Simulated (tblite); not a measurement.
## C₂H₈F₂Si₃: geometry relaxation

The run: geometry relaxation of C₂H₈F₂Si₃. Method and program: GFN2-xTB geometry optimisation, gas phase (tblite 0.8.0).

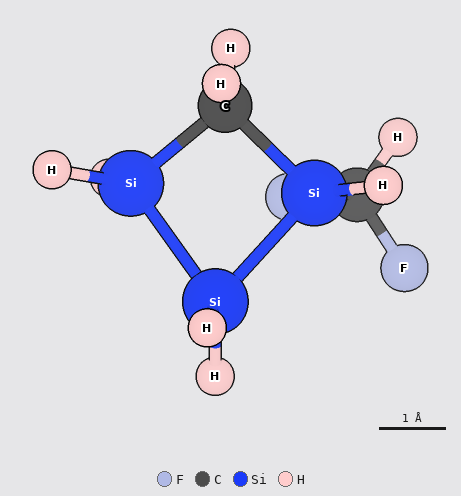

Fig. 1: The structure as given in the input (ball-and-stick view, seen at a tilt). Bond lengths as drawn: C–F 1.34 to 1.37 Å, C–H 1.09 to 1.10 Å, C–Si 1.82 to 1.92 Å, H–Si 1.48 to 1.49 Å and Si–Si 2.26 to 2.28 Å.

**Input file**
```
{"job": {"kind": "relax", "xc": "GFN2-xTB", "basis": "xTB"}, "charge": 0, "multiplicity": 1}
F     -1.358400    -1.603000    -0.963100
C     -1.993900    -0.563700    -0.343500
F     -2.712200     0.063500    -1.283600
Si    -0.776400     0.582200     0.377600
C      0.554800    -0.303600     1.433600
Si     1.747300    -0.548100    -0.039900
Si     0.793600     1.214500    -1.120000
H     -2.676800    -0.985800     0.401500
H     -1.376100     1.707100     1.142100
H      0.216900    -1.236900     1.889400
H      0.971300     0.343200     2.201400
H      3.168000    -0.344900     0.351400
H      1.528900    -1.849800    -0.703100
H      1.432900     2.524000    -0.810900
H      0.475900     1.009200    -2.555000
```

The first line tells a small driver script what to run in tblite; the rest is the geometry in Å.

Run on 1 CPU thread, shared host.

Launched with:
```bash
OMP_NUM_THREADS=1 python <driver script> task.json out
```

**Output**
```
step      E/eV     max force
  0    -623.99190    3.404
  1    -624.20075    1.247
  2    -624.28101    0.944
  3    -624.33604    0.865
  4    -624.39854    0.638
  5    -624.43574    0.677
  6    -624.46581    0.503
  7    -624.49164    0.427
  8    -624.51474    0.438
  9    -624.53684    0.526
 10    -624.55493    0.465
 11    -624.56440    0.260
 12    -624.57019    0.200
 13    -624.57455    0.140
 14    -624.57752    0.149
 15    -624.57963    0.111
 16    -624.58120    0.098
 17    -624.58285    0.111
 18    -624.58461    0.138
 19    -624.58593    0.111
 20    -624.58671    0.066
 21    -624.58727    0.048
 22    -624.58780    0.050
 23    -624.58840    0.070
 24    -624.58902    0.081
 25    -624.58956    0.071
 26    -624.59003    0.055
 27    -624.59047    0.053
 28    -624.59086    0.053
 29    -624.59123    0.054
 30    -624.59163    0.058
 31    -624.59212    0.060
 32    -624.59269    0.090
 33    -624.59329    0.087
 34    -624.59385    0.067
 35    -624.59438    0.069
 36    -624.59496    0.069
 37    -624.59567    0.093
 38    -624.59649    0.095
 39    -624.59723    0.073
 40    -624.59777    0.076
 41    -624.59815    0.050
 42    -624.59852    0.056
 43    -624.59899    0.071
 44    -624.59945    0.058
 45    -624.59977    0.043
 46    -624.60000    0.041
 47    -624.60027    0.049
 48    -624.60069    0.072
 49    -624.60124    0.080
 50    -624.60172    0.047
 51    -624.60201    0.039
 52    -624.60219    0.033
 53    -624.60237    0.045
 54    -624.60253    0.032
 55    -624.60264    0.024
 56    -624.60273    0.025
 57    -624.60287    0.051
 58    -624.60314    0.080
 59    -624.60357    0.093
 60    -624.60401    0.067
 61    -624.60429    0.031
 62    -624.60442    0.035
 63    -624.60455    0.043
 64    -624.60473    0.047
 65    -624.60493    0.040
 66    -624.60509    0.029
 67    -624.60518    0.019
 68    -624.60524    0.026
 69    -624.60533    0.024
 70    -624.60542    0.020
 71    -624.60552    0.021
 72    -624.60560    0.019
 73    -624.60569    0.021
 74    -624.60577    0.021
 75    -624.60585    0.021
 76    -624.60590    0.016
 77    -624.60593    0.016
 78    -624.60596    0.014
 79    -624.60599    0.013
 80    -624.60603    0.016
 81    -624.60608    0.017
 82    -624.60611    0.014
 83    -624.60613    0.013
 84    -624.60615    0.013
 85    -624.60616    0.010
```

**Trajectory as extended XYZ (Å, eV, eV/Å), 7 of the 86 frames kept, from step=0 to step=85**
```
15
Properties=species:S:1:pos:R:3:forces:R:3 step=0 energy=-623.99190
F    -1.3584   -1.6030   -0.9631   -0.1150  -0.1030  -0.0480
C    -1.9939   -0.5637   -0.3435   -0.9500  -1.3970   0.0290
F    -2.7122    0.0635   -1.2836   -0.5560   0.1620  -0.5300
Si   -0.7764    0.5822    0.3776    1.0610   2.6040   1.9190
C     0.5548   -0.3036    1.4336   -0.4800  -0.4680  -0.2580
Si    1.7473   -0.5481   -0.0399    1.5770  -0.6960  -0.0310
Si    0.7936    1.2145   -1.1200    0.3170   0.6790  -1.2470
H    -2.6768   -0.9858    0.4015   -0.2870  -0.2540  -0.1870
H    -1.3761    1.7071    1.1421   -0.3720  -0.4320  -0.0430
H     0.2169   -1.2369    1.8894    0.1650   0.1720   0.1570
H     0.9713    0.3432    2.2014   -0.1340  -0.1080  -0.0360
H     3.1680   -0.3449    0.3514   -0.2710  -0.3170   0.0150
H     1.5289   -1.8498   -0.7031    0.1470   0.1560   0.2720
H     1.4329    2.5240   -0.8109   -0.2770  -0.3210  -0.2950
H     0.4759    1.0092   -2.5550    0.1740   0.3230   0.2820
15
Properties=species:S:1:pos:R:3:forces:R:3 step=14 energy=-624.57752
F    -1.3354   -1.5315   -0.9048   -0.0550   0.0010  -0.0100
C    -2.0432   -0.5334   -0.2895    0.0780   0.0310   0.0140
F    -2.7878    0.0488   -1.2777    0.0180  -0.0080   0.0390
Si   -0.7758    0.7575    0.4501   -0.1300  -0.0710  -0.0110
C     0.5588   -0.2948    1.3640   -0.0450   0.0210  -0.0060
Si    1.8654   -0.5789   -0.0383    0.0310  -0.0140  -0.0560
Si    0.8318    1.2015   -1.1827    0.0620   0.0340  -0.0730
H    -2.7574   -1.0258    0.3877    0.0950   0.0650  -0.0020
H    -1.6398    1.6175    1.2728   -0.0150  -0.0340   0.0570
H     0.1955   -1.2104    1.8248   -0.0090  -0.0010   0.0150
H     1.0020    0.2945    2.1659   -0.0290  -0.0200   0.0410
H     3.2565   -0.5148    0.4351   -0.0510   0.0150   0.0340
H     1.6809   -1.9086   -0.6202    0.0360  -0.0320  -0.0020
H     1.4265    2.5320   -0.9990    0.0560   0.0620   0.0070
H     0.5177    1.1544   -2.6104   -0.0440  -0.0480  -0.0470
15
Properties=species:S:1:pos:R:3:forces:R:3 step=28 energy=-624.59086
F    -1.3482   -1.5281   -0.9270    0.0280   0.0260  -0.0020
C    -2.0213   -0.5191   -0.2953   -0.0200  -0.0020   0.0030
F    -2.8001    0.0568   -1.2593   -0.0150   0.0110   0.0100
Si   -0.7737    0.7758    0.4437    0.0120   0.0040  -0.0420
C     0.5414   -0.2965    1.3510    0.0460  -0.0270   0.0000
Si    1.8609   -0.5797   -0.0408   -0.0180   0.0030   0.0190
Si    0.8485    1.2081   -1.1978   -0.0390   0.0090   0.0060
H    -2.7050   -0.9964    0.4186   -0.0200  -0.0180  -0.0030
H    -1.6567    1.5642    1.3196    0.0070   0.0230  -0.0010
H     0.1626   -1.2135    1.7969   -0.0030  -0.0020   0.0040
H     0.9848    0.2742    2.1665   -0.0190  -0.0230   0.0300
H     3.2305   -0.4872    0.4808    0.0150   0.0100   0.0060
H     1.7209   -1.9168   -0.6194    0.0180  -0.0070  -0.0040
H     1.4633    2.5359   -1.0440    0.0210   0.0130  -0.0080
H     0.4876    1.1301   -2.6155   -0.0130  -0.0200  -0.0180
15
Properties=species:S:1:pos:R:3:forces:R:3 step=42 energy=-624.59852
F    -1.3300   -1.4522   -0.9788   -0.0200   0.0040  -0.0170
C    -2.0250   -0.4948   -0.2898    0.0050   0.0110   0.0040
F    -2.8494    0.0911   -1.2077    0.0010   0.0050   0.0110
Si   -0.7687    0.7926    0.4512    0.0280   0.0090   0.0460
C     0.5235   -0.3233    1.3518   -0.0350   0.0170  -0.0050
Si    1.8708   -0.5613   -0.0185    0.0120   0.0100  -0.0190
Si    0.8438    1.1926   -1.2107   -0.0210   0.0040   0.0110
H    -2.6721   -1.0272    0.4203    0.0050   0.0080  -0.0020
H    -1.6239    1.5995    1.3414    0.0100  -0.0230  -0.0380
H     0.1206   -1.2598    1.7336    0.0030   0.0110  -0.0050
H     0.9397    0.1948    2.2157   -0.0040  -0.0170  -0.0150
H     3.2236   -0.4116    0.5283    0.0490   0.0130   0.0240
H     1.8127   -1.8985   -0.6070   -0.0060  -0.0430   0.0050
H     1.5035    2.5073   -1.1419   -0.0350   0.0020   0.0070
H     0.4266    1.0589   -2.6098    0.0070  -0.0110  -0.0050
15
Properties=species:S:1:pos:R:3:forces:R:3 step=57 energy=-624.60287
F    -1.3534   -1.3934   -1.0431   -0.0250   0.0030  -0.0010
C    -2.0271   -0.4702   -0.2884   -0.0090   0.0070   0.0010
F    -2.8881    0.1492   -1.1483   -0.0040   0.0060  -0.0090
Si   -0.7534    0.7955    0.4561   -0.0250  -0.0160   0.0000
C     0.5209   -0.3447    1.3463    0.0030  -0.0050   0.0080
Si    1.8952   -0.5518   -0.0035    0.0470  -0.0200  -0.0040
Si    0.8407    1.1710   -1.2200   -0.0070   0.0200  -0.0110
H    -2.6456   -1.0346    0.4219    0.0080  -0.0090   0.0020
H    -1.6088    1.6171    1.3269    0.0050  -0.0020   0.0180
H     0.1051   -1.2931    1.6803   -0.0110  -0.0160   0.0040
H     0.9222    0.1288    2.2404    0.0000   0.0300   0.0080
H     3.2367   -0.3517    0.5653   -0.0130   0.0030  -0.0070
H     1.8842   -1.9081   -0.5576    0.0060   0.0110  -0.0020
H     1.4569    2.5074   -1.1885    0.0050  -0.0070  -0.0030
H     0.4101    0.9867   -2.6095    0.0200  -0.0050  -0.0040
15
Properties=species:S:1:pos:R:3:forces:R:3 step=71 energy=-624.60552
F    -1.4220   -1.3545   -1.1043   -0.0120   0.0050  -0.0090
C    -2.0600   -0.4555   -0.2920   -0.0040  -0.0160  -0.0080
F    -2.9465    0.2028   -1.0957    0.0020  -0.0170   0.0120
Si   -0.7535    0.7756    0.4492    0.0100  -0.0010   0.0010
C     0.5237   -0.3611    1.3402    0.0030  -0.0010   0.0180
Si    1.9236   -0.5373    0.0117   -0.0070  -0.0020  -0.0010
Si    0.8449    1.1538   -1.2266    0.0060   0.0010  -0.0020
H    -2.6532   -1.0452    0.4195   -0.0110   0.0140  -0.0020
H    -1.5807    1.5991    1.3456   -0.0070   0.0100  -0.0060
H     0.1161   -1.3160    1.6677    0.0010  -0.0050  -0.0160
H     0.9031    0.1167    2.2419    0.0090   0.0140   0.0060
H     3.2515   -0.2996    0.5931    0.0070   0.0030   0.0120
H     1.9555   -1.8964   -0.5326    0.0060  -0.0100  -0.0100
H     1.4373    2.5009   -1.2178    0.0030  -0.0020   0.0030
H     0.4557    0.9247   -2.6217   -0.0070   0.0070   0.0020
15
Properties=species:S:1:pos:R:3:forces:R:3 step=85 energy=-624.60616
F    -1.4613   -1.3451   -1.1305    0.0030  -0.0020   0.0000
C    -2.0749   -0.4539   -0.2924    0.0010   0.0010   0.0060
F    -2.9740    0.2206   -1.0677   -0.0020   0.0000   0.0000
Si   -0.7511    0.7647    0.4421   -0.0010   0.0000   0.0010
C     0.5278   -0.3674    1.3385   -0.0030   0.0010  -0.0030
Si    1.9381   -0.5317    0.0187    0.0080  -0.0060   0.0010
Si    0.8500    1.1459   -1.2292    0.0020   0.0020  -0.0010
H    -2.6590   -1.0475    0.4234   -0.0010  -0.0020   0.0040
H    -1.5742    1.6015    1.3304    0.0020   0.0000  -0.0010
H     0.1249   -1.3267    1.6586   -0.0010  -0.0010  -0.0030
H     0.8996    0.1107    2.2438   -0.0050   0.0010  -0.0030
H     3.2572   -0.2807    0.6170   -0.0060   0.0020  -0.0030
H     1.9938   -1.8900   -0.5280    0.0000   0.0010   0.0020
H     1.4406    2.4936   -1.2236    0.0010   0.0010   0.0020
H     0.4582    0.9140   -2.6230    0.0020   0.0020  -0.0010
```

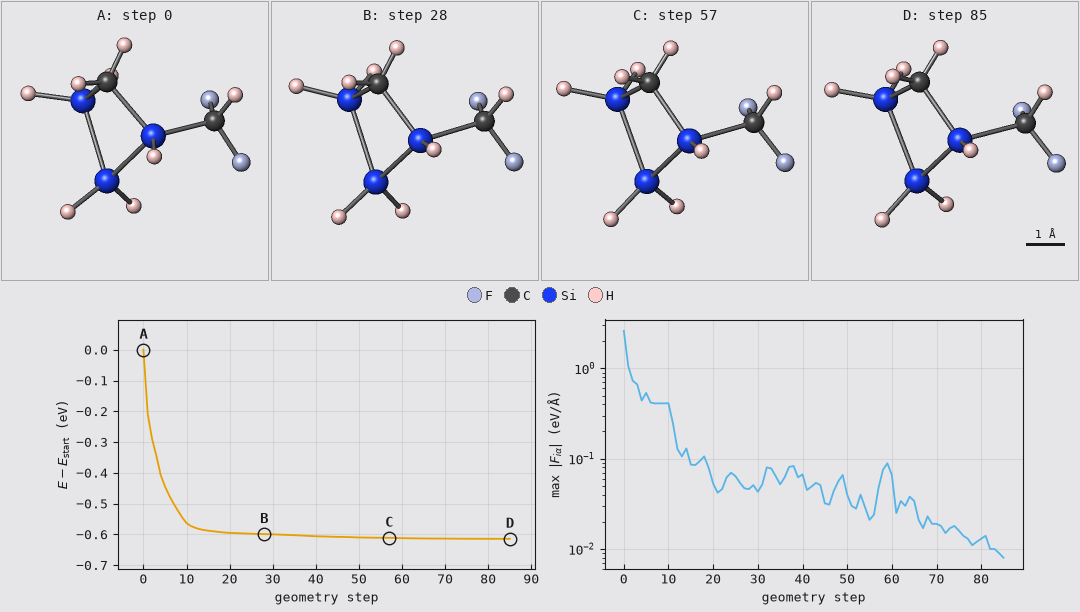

Fig. 2: Frames of the relaxation (ball-and-stick view, seen at a tilt) above the curves, on which the letters mark them (steps are counted from 0).

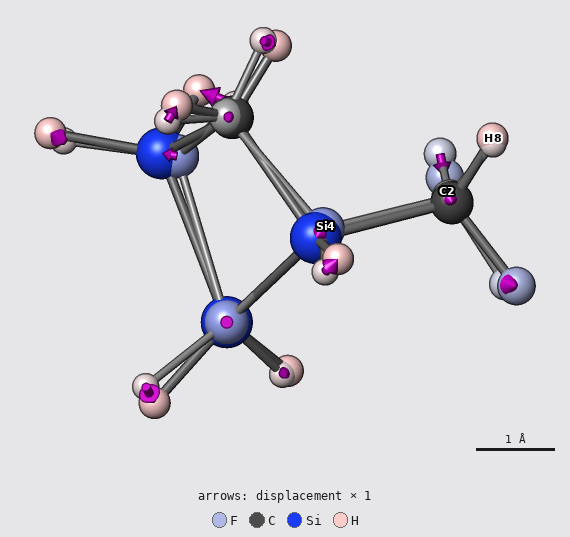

Fig. 3: Start (faint) and end (solid) with the displacements as pink arrows, at true length (ball-and-stick view, seen at a tilt). The two geometries are laid on each other by the best rigid fit. The atom that moves furthest after the best rigid fit is H13 (0.50 Å). By element the largest moves are H 0.50 Å, F 0.37 Å, Si 0.20 Å, C 0.14 Å. Among the contacts that change: C2–Si4 1.821 → 1.943 Å, Si4–Si7 2.260 → 2.346 Å, Si6–Si7 2.277 → 2.357 Å, C5–Si6 1.911 → 1.939 Å. Among the angles that change: Si7–Si4–H9 114.2° → 136.0°, C2–Si4–H9 114.2° → 101.7°, H14–Si7–H15 114.5° → 104.8°. The energy falls by 0.614 eV in 85 geometry steps. The largest force component goes from 2.6 to 0.008 eV/Å. (Atoms are counted from 1 in the order of the input.)

**Summary**

- outcome: converged
- total energy: −624.6062 eV
- wall time: 1.1 s
- peak memory: 0.18 GiB
